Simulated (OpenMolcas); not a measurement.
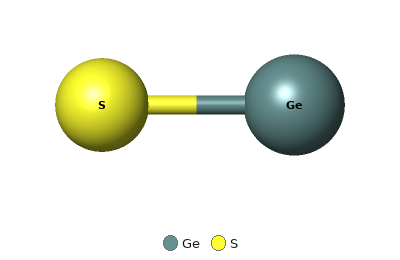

The molecule at the reference distance of 2.025 Å.

# Relativistic diatomic calculation for GeS (part 1 of 2)

GeS. Computed at this level: SA-CASSCF(8,7)/XMS-CASPT2 + RASSI spin-orbit (X2C scalar, AMFI), ANO-RCC-VTZP (OpenMolcas).

## The input
```
&GATEWAY
Coord
2
angstrom
Ge 0.0 0.0 0.0
S 0.0 0.0 2.0250
Basis=ANO-RCC-VTZP
Group=XY
RX2C
AMFI
ANGMom
0.0 0.0 0.0
RICD
&SEWARD
&GUESSORB
&RASSCF
FileOrb=$CurrDir/o11.orb
Symmetry=1
Spin=1
nActEl=8 0 0
Inactive=12 8
RAS2=3 4
CIRoot=5 5 1
Linear
Iterations=120 100
OrbListing=Nothing
PRWF=0.15
>>COPY $Project.RasOrb $CurrDir/o11.orb
>>COPY $Project.rasscf.h5 $CurrDir/r11.h5
&CASPT2
XMultistate=all
Imaginary=0.2
IPEA=0.25
MaxIter=40
>>COPY $Project.JobMix JOB001
&RASSCF
FileOrb=$CurrDir/o31.orb
Symmetry=1
Spin=3
nActEl=8 0 0
Inactive=12 8
RAS2=3 4
CIRoot=4 4 1
Linear
Iterations=120 100
OrbListing=Nothing
PRWF=0.15
>>COPY $Project.RasOrb $CurrDir/o31.orb
>>COPY $Project.rasscf.h5 $CurrDir/r31.h5
&CASPT2
XMultistate=all
Imaginary=0.2
IPEA=0.25
MaxIter=40
>>COPY $Project.JobMix JOB002
&RASSCF
FileOrb=$CurrDir/o32.orb
Symmetry=2
Spin=3
nActEl=8 0 0
Inactive=12 8
RAS2=3 4
CIRoot=2 2 1
Linear
Iterations=120 100
OrbListing=Nothing
PRWF=0.15
>>COPY $Project.RasOrb $CurrDir/o32.orb
>>COPY $Project.rasscf.h5 $CurrDir/r32.h5
&CASPT2
XMultistate=all
Imaginary=0.2
IPEA=0.25
MaxIter=40
>>COPY $Project.JobMix JOB003
&RASSCF
FileOrb=$CurrDir/o12.orb
Symmetry=2
Spin=1
nActEl=8 0 0
Inactive=12 8
RAS2=3 4
CIRoot=2 2 1
Linear
Iterations=120 100
OrbListing=Nothing
PRWF=0.15
>>COPY $Project.RasOrb $CurrDir/o12.orb
>>COPY $Project.rasscf.h5 $CurrDir/r12.h5
&CASPT2
XMultistate=all
Imaginary=0.2
IPEA=0.25
MaxIter=40
>>COPY $Project.JobMix JOB004
&RASSCF
FileOrb=$CurrDir/o52.orb
Symmetry=2
Spin=5
nActEl=8 0 0
Inactive=12 8
RAS2=3 4
CIRoot=2 2 1
Linear
Iterations=120 100
OrbListing=Nothing
PRWF=0.15
>>COPY $Project.RasOrb $CurrDir/o52.orb
>>COPY $Project.rasscf.h5 $CurrDir/r52.h5
&CASPT2
XMultistate=all
Imaginary=0.2
IPEA=0.25
MaxIter=40
>>COPY $Project.JobMix JOB005
&RASSI
Nr of JobIphs=5 5 4 2 2 2
1 2 3 4 5
1 2 3 4
1 2
1 2
1 2
SpinOrbit
EJob
Omega
MEES
MESO
Properties=4
'AngMom' 3 'Mltpl  1' 1 'Mltpl  1' 2 'Mltpl  1' 3
Thrs=1.0d-4
>>COPY $Project.rassi.h5 $CurrDir/so.h5
```

The first orbital files come from an earlier step.

Run as:
```bash
pymolcas m.inp (one call a module block, same work directory)
```

## Output (extracts)
```
++    Wave function specifications:
      Number of closed shell electrons          40
      Number of electrons in active shells       8
      Number of inactive orbitals               20
      Number of active orbitals                  7
      Number of secondary orbitals              50
      Spin quantum number                      0.0
      State symmetry                             1
++    Orbital specifications:
      Symmetry species                           1   2
                                                 a   b
      Frozen orbitals                            0   0
      Inactive orbitals                         12   8
      Active orbitals                            3   4
      RAS2 orbitals                              3   4
      Secondary orbitals                        26  24
      Number of basis functions                 41  36
      printout of CI-coefficients larger than  0.15 for root  1
      energy=   -2495.835532
      conf/sym  111 2222     Coeff  Weight
           123  022 u02d   0.28019 0.07851
           129  022 0ud2  -0.28019 0.07851
           130  022 0022   0.88306 0.77979
      printout of CI-coefficients larger than  0.15 for root  2
      energy=   -2495.690355
      conf/sym  111 2222     Coeff  Weight
           124  022 0u2d  -0.68380 0.46759
           128  022 u0d2  -0.68380 0.46759
      printout of CI-coefficients larger than  0.15 for root  3
      energy=   -2495.689716
      conf/sym  111 2222     Coeff  Weight
           123  022 u02d  -0.47213 0.22290
           124  022 0u2d  -0.50665 0.25670
           128  022 u0d2   0.50665 0.25670
           129  022 0ud2  -0.47213 0.22290
      printout of CI-coefficients larger than  0.15 for root  4
      energy=   -2495.689716
      conf/sym  111 2222     Coeff  Weight
           123  022 u02d  -0.50665 0.25670
           124  022 0u2d   0.47213 0.22291
           128  022 u0d2  -0.47213 0.22290
           129  022 0ud2  -0.50665 0.25670
      printout of CI-coefficients larger than  0.15 for root  5
      energy=   -2495.604629
      conf/sym  111 2222     Coeff  Weight
            70  u2d 0022  -0.30159 0.09096
           122  022 uudd  -0.22938 0.05261
           123  022 u02d   0.56224 0.31611
           129  022 0ud2  -0.56224 0.31611
           130  022 0022  -0.34498 0.11901
      Natural orbitals and occupation numbers for root  1
      sym 1:   0.031610   1.980916   1.956000
      sym 2:   0.070918   0.070918   1.944819   1.944819
      Natural orbitals and occupation numbers for root  2
      sym 1:   0.021814   1.985588   1.960604
      sym 2:   0.519307   0.519305   1.496690   1.496691
      Natural orbitals and occupation numbers for root  3
      sym 1:   0.021341   1.984738   1.956103
      sym 2:   0.520456   0.520457   1.498453   1.498452
      Natural orbitals and occupation numbers for root  4
      sym 1:   0.021341   1.984738   1.956103
      sym 2:   0.520456   0.520457   1.498453   1.498452
      Natural orbitals and occupation numbers for root  5
      sym 1:   0.140593   1.970691   1.858436
      sym 2:   0.428652   0.428652   1.586488   1.586488
      RASSCF energy for state  5                  -2495.60462866
::    RASSCF root number  1 Total energy:  -2495.83553190
::    RASSCF root number  2 Total energy:  -2495.69035469
::    RASSCF root number  3 Total energy:  -2495.68971568
::    RASSCF root number  4 Total energy:  -2495.68971568
::    RASSCF root number  5 Total energy:  -2495.60462866
      Von Neumann Entropy (Root   1) =  0.55982
++    Wave function specifications:
      Number of closed shell electrons           2
      Number of electrons in active shells       8
      Number of inactive orbitals                1
      Number of active orbitals                  7
      Number of secondary orbitals              50
      Spin quantum number                      0.0
      State symmetry                             1
      Number of CSFs                           254
      Number of CASSCF root(s) available         5
      CASPT2 state passed to geometry opt.       5
      A file JOBMIX will be created
      This is a MULTI-STATE CASSCF reference
      Number of CI roots used                    5
      These are:                                 1   2   3   4   5
      Off-diagonal elements of Heff are computed
  FINAL CASPT2 RESULT:
      Reference energy:       -2495.8355318990
      E2 (Non-variational):      -0.2044257355
      Shift correction:          -0.0025900102
      E2 (Variational):          -0.2070157458
      Total energy:           -2496.0425476448
      Reference weight:           0.90641
  FINAL CASPT2 RESULT:
      Reference energy:       -2495.6903546861
      E2 (Non-variational):      -0.1910723725
      Shift correction:          -0.0021019472
      E2 (Variational):          -0.1931743197
      Total energy:           -2495.8835290058
      Reference weight:           0.91585
  FINAL CASPT2 RESULT:
      Reference energy:       -2495.6897156799
      E2 (Non-variational):      -0.1901275196
      Shift correction:          -0.0020767534
      E2 (Variational):          -0.1922042730
      Total energy:           -2495.8819199529
      Reference weight:           0.91645
  FINAL CASPT2 RESULT:
      Reference energy:       -2495.6897156799
      E2 (Non-variational):      -0.1902285367
      Shift correction:          -0.0020835253
      E2 (Variational):          -0.1923120620
      Total energy:           -2495.8820277419
      Reference weight:           0.91633
  FINAL CASPT2 RESULT:
      Reference energy:       -2495.6046286590
      E2 (Non-variational):      -0.2091198257
      Shift correction:          -0.0049018568
      E2 (Variational):          -0.2140216825
      Total energy:           -2495.8186503415
      Reference weight:           0.89278
       Total XMS-CASPT2 energies:
::    XMS-CASPT2 Root  1     Total energy:  -2496.03659835
::    XMS-CASPT2 Root  2     Total energy:  -2495.88352925
::    XMS-CASPT2 Root  3     Total energy:  -2495.88203897
::    XMS-CASPT2 Root  4     Total energy:  -2495.88190872
::    XMS-CASPT2 Root  5     Total energy:  -2495.82459940
++    Wave function specifications:
      Number of closed shell electrons          40
      Number of electrons in active shells       8
      Number of inactive orbitals               20
      Number of active orbitals                  7
      Number of secondary orbitals              50
      Spin quantum number                      1.0
      State symmetry                             1
      printout of CI-coefficients larger than  0.15 for root  1
      energy=   -2495.721623
      conf/sym  111 2222     Coeff  Weight
            22  022 2uu0   0.24406 0.05956
            23  022 2u0u  -0.64821 0.42017
            97  022 u2u0  -0.64821 0.42017
            99  022 u20u  -0.24406 0.05956
      printout of CI-coefficients larger than  0.15 for root  2
      energy=   -2495.704307
      conf/sym  111 2222     Coeff  Weight
            22  022 2uu0   0.57967 0.33602
            23  022 2u0u   0.38549 0.14860
            97  022 u2u0  -0.38549 0.14860
            99  022 u20u   0.57967 0.33602
      printout of CI-coefficients larger than  0.15 for root  3
      energy=   -2495.704307
      conf/sym  111 2222     Coeff  Weight
            22  022 2uu0  -0.38549 0.14860
            23  022 2u0u   0.57967 0.33602
            97  022 u2u0  -0.57967 0.33602
            99  022 u20u  -0.38549 0.14860
      printout of CI-coefficients larger than  0.15 for root  4
      energy=   -2495.692605
      conf/sym  111 2222     Coeff  Weight
            22  022 2uu0   0.64891 0.42109
            23  022 2u0u   0.24432 0.05969
            97  022 u2u0   0.24432 0.05969
            99  022 u20u  -0.64891 0.42109
      Natural orbitals and occupation numbers for root  1
      sym 1:   0.026597   1.984276   1.966590
      sym 2:   1.490856   1.490856   0.520412   0.520412
      Natural orbitals and occupation numbers for root  2
      sym 1:   0.022337   1.986219   1.966505
      sym 2:   1.493585   1.493585   0.518885   0.518885
      Natural orbitals and occupation numbers for root  3
      sym 1:   0.022337   1.986219   1.966505
      sym 2:   1.493585   1.493585   0.518885   0.518885
      Natural orbitals and occupation numbers for root  4
      sym 1:   0.021628   1.984211   1.956131
      sym 2:   1.496777   1.496777   0.522238   0.522238
      RASSCF energy for state  4                  -2495.69260515
::    RASSCF root number  1 Total energy:  -2495.72162295
::    RASSCF root number  2 Total energy:  -2495.70430723
::    RASSCF root number  3 Total energy:  -2495.70430723
::    RASSCF root number  4 Total energy:  -2495.69260515
      Von Neumann Entropy (Root   1) =  1.76078
++    Wave function specifications:
      Number of closed shell electrons           2
      Number of electrons in active shells       8
      Number of inactive orbitals                1
      Number of active orbitals                  7
      Number of secondary orbitals              50
      Spin quantum number                      1.0
      State symmetry                             1
      Number of CSFs                           288
      Number of CASSCF root(s) available         4
      CASPT2 state passed to geometry opt.       4
      A file JOBMIX will be created
      This is a MULTI-STATE CASSCF reference
      Number of CI roots used                    4
      These are:                                 1   2   3   4
      Off-diagonal elements of Heff are computed
  FINAL CASPT2 RESULT:
      Reference energy:       -2495.7216229523
      E2 (Non-variational):      -0.1852584763
      Shift correction:          -0.0019916196
      E2 (Variational):          -0.1872500958
      Total energy:           -2495.9088730482
      Reference weight:           0.91888
  FINAL CASPT2 RESULT:
      Reference energy:       -2495.7043072320
      E2 (Non-variational):      -0.1870614414
      Shift correction:          -0.0019578328
      E2 (Variational):          -0.1890192742
      Total energy:           -2495.8933265062
      Reference weight:           0.91876
  FINAL CASPT2 RESULT:
      Reference energy:       -2495.7043072320
      E2 (Non-variational):      -0.1870678724
      Shift correction:          -0.0019638573
      E2 (Variational):          -0.1890317297
      Total energy:           -2495.8933389617
      Reference weight:           0.91868
  FINAL CASPT2 RESULT:
      Reference energy:       -2495.6926051527
      E2 (Non-variational):      -0.1872006265
      Shift correction:          -0.0019761488
      E2 (Variational):          -0.1891767753
      Total energy:           -2495.8817819280
      Reference weight:           0.91883
       Total XMS-CASPT2 energies:
::    XMS-CASPT2 Root  1     Total energy:  -2495.90887328
::    XMS-CASPT2 Root  2     Total energy:  -2495.89334339
::    XMS-CASPT2 Root  3     Total energy:  -2495.89332207
::    XMS-CASPT2 Root  4     Total energy:  -2495.88178170
++    Wave function specifications:
      Number of closed shell electrons          40
      Number of electrons in active shells       8
      Number of inactive orbitals               20
      Number of active orbitals                  7
      Number of secondary orbitals              50
      Spin quantum number                      1.0
      State symmetry                             2
      printout of CI-coefficients larger than  0.15 for root  1
      energy=   -2495.712121
      conf/sym  111 2222     Coeff  Weight
           222  02u u022  -0.74828 0.55993
           273  02u 0u22   0.59592 0.35512
      printout of CI-coefficients larger than  0.15 for root  2
      energy=   -2495.712121
      conf/sym  111 2222     Coeff  Weight
           222  02u u022   0.59592 0.35512
           273  02u 0u22   0.74828 0.55993
      Natural orbitals and occupation numbers for root  1
      sym 1:   0.025046   1.952238   1.015600
      sym 2:   1.012244   0.078778   1.985962   1.930131
      Natural orbitals and occupation numbers for root  2
      sym 1:   0.025046   1.952238   1.015600
      sym 2:   0.078778   1.012244   1.930131   1.985962
      RASSCF energy for state  2                  -2495.71212129
::    RASSCF root number  1 Total energy:  -2495.71212129
::    RASSCF root number  2 Total energy:  -2495.71212129
      Von Neumann Entropy (Root   1) =  1.35026
++    Wave function specifications:
      Number of closed shell electrons           2
      Number of electrons in active shells       8
      Number of inactive orbitals                1
      Number of active orbitals                  7
      Number of secondary orbitals              50
      Spin quantum number                      1.0
      State symmetry                             2
      Number of CSFs                           300
      Number of CASSCF root(s) available         2
      CASPT2 state passed to geometry opt.       2
      A file JOBMIX will be created
      This is a MULTI-STATE CASSCF reference
      Number of CI roots used                    2
      These are:                                 1   2
      Off-diagonal elements of Heff are computed
  FINAL CASPT2 RESULT:
      Reference energy:       -2495.7121212902
      E2 (Non-variational):      -0.1921342090
      Shift correction:          -0.0024149997
      E2 (Variational):          -0.1945492087
      Total energy:           -2495.9066704988
      Reference weight:           0.91252
  FINAL CASPT2 RESULT:
      Reference energy:       -2495.7121212901
      E2 (Non-variational):      -0.1921341760
      Shift correction:          -0.0024149983
      E2 (Variational):          -0.1945491743
      Total energy:           -2495.9066704644
      Reference weight:           0.91252
       Total XMS-CASPT2 energies:
::    XMS-CASPT2 Root  1     Total energy:  -2495.90667050
::    XMS-CASPT2 Root  2     Total energy:  -2495.90667046
++    Wave function specifications:
      Number of closed shell electrons          40
      Number of electrons in active shells       8
      Number of inactive orbitals               20
      Number of active orbitals                  7
      Number of secondary orbitals              50
      Spin quantum number                      0.0
      State symmetry                             2
      printout of CI-coefficients larger than  0.15 for root  1
      energy=   -2495.674205
      conf/sym  111 2222     Coeff  Weight
           160  02u 0d22  -0.95127 0.90491
      printout of CI-coefficients larger than  0.15 for root  2
      energy=   -2495.674205
      conf/sym  111 2222     Coeff  Weight
           159  02u d022  -0.95127 0.90491
      Natural orbitals and occupation numbers for root  1
      sym 1:   0.036586   1.945153   1.012539
      sym 2:   0.054471   1.014903   1.980811   1.955538
      Natural orbitals and occupation numbers for root  2
      sym 1:   0.036586   1.945153   1.012539
      sym 2:   1.014903   0.054471   1.955538   1.980811
      RASSCF energy for state  2                  -2495.67420482
::    RASSCF root number  1 Total energy:  -2495.67420482
::    RASSCF root number  2 Total energy:  -2495.67420482
      Von Neumann Entropy (Root   1) =  1.32547
++    Wave function specifications:
      Number of closed shell electrons           2
      Number of electrons in active shells       8
      Number of inactive orbitals                1
      Number of active orbitals                  7
      Number of secondary orbitals              50
      Spin quantum number                      0.0
      State symmetry                             2
      Number of CSFs                           236
      Number of CASSCF root(s) available         2
      CASPT2 state passed to geometry opt.       2
      A file JOBMIX will be created
      This is a MULTI-STATE CASSCF reference
      Number of CI roots used                    2
      These are:                                 1   2
      Off-diagonal elSPIN-FREE ENERGIES:
  (Shifted by EMIN (a.u.) =      -2496.0365983488)
 SF State       Relative EMIN(au)   Rel lowest level(eV)    D:o, cm**(-1)      Abs_M
     1             0.0000000000        0.0000000000              0.0000         0.0
     6             0.1277250703        3.4755762218          28032.4127         0.0
    10             0.1299278496        3.5355168983          28515.8669         1.0
    11             0.1299278848        3.5355178567          28515.8746         1.0
     7             0.1432549545        3.8981658993          31440.8283         2.0
     8             0.1432762751        3.8987460611          31445.5077         2.0
     2             0.1530691029        4.1652224818          33594.7849         0.0
     3             0.1545593776        4.2057749206          33921.8624         2.0
     4             0.1546896252        4.2093191398          33950.4485         2.0
     9             0.1548166511        4.2127756912          33978.3274         0.0
    12             0.1648045808        4.4845611032          36170.4246         1.0
    13             0.1648045808        4.4845611032          36170.4246         1.0
     5             0.2119989514        5.7687853499          46528.3917         0.0
    14             0.2340863742        6.3698147445          51376.0207         1.0
    15             0.2340863742        6.3698147445          51376.0207         1.0
```

(Continued in part 2.) Outcome of the run: converged; components of a degenerate state are split by 29 cm⁻¹.
